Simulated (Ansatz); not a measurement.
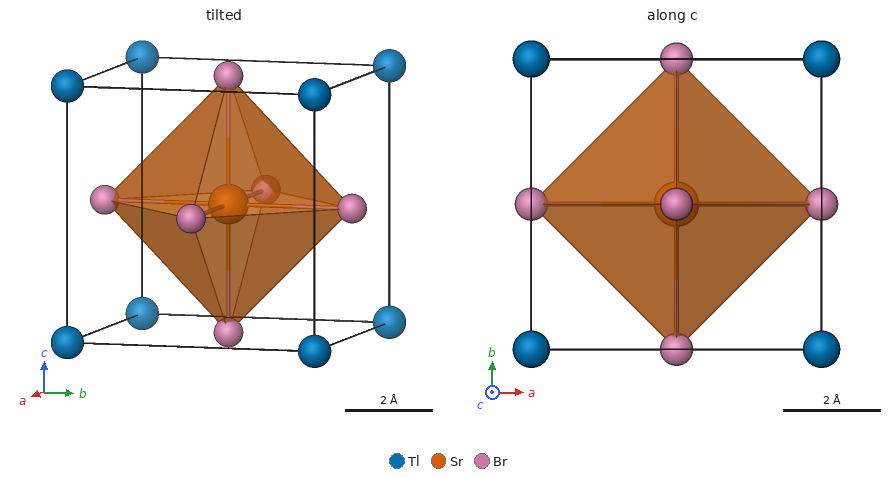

Polyhedral model, viewed slightly off an axis and along the c axis. The parallelepiped is the conventional unit cell.

SrTlBr3, cubic perovskite with the larger cation on the octahedral site (an inverted filling), space group Pm-3m (No. 221), a = 5.992 Å, b = 5.992 Å, c = 5.992 Å, α = 90.00°, β = 90.00°, γ = 90.00°. The structure comes from a structure type filled with these elements by a generator (whether the compound takes this form wasn't checked). The cell was then strained or its atoms displaced on purpose. Ansatz was used for an electronic-structure calculation on it.

This one geometry was computed with Ansatz (DFT, plane waves, PAW) at three levels of theory: HSE06, r2SCAN and PBE. It was relaxed with r2SCAN and then strained.

> How does the band gap change with the level of theory?

PBE: a gap of 3.13 eV, indirect; r2SCAN: a gap of 3.58 eV, indirect; HSE06: a gap of 4.19 eV, indirect.

> Collect the results in a table.

| level | cutoff (eV) | k-mesh of the run's cell | gap (eV) | pressure (GPa) |
| --- | --- | --- | --- | --- |
| HSE06 | 420 | 4×4×4 | 4.19 | -0.4 |
| r2SCAN | 500 | 4×4×4 | 3.58 | -0.8 |
| PBE | 420 | 4×4×4 | 3.13 | -0.2 |

Gaps are taken on the k-mesh or band path of each run.
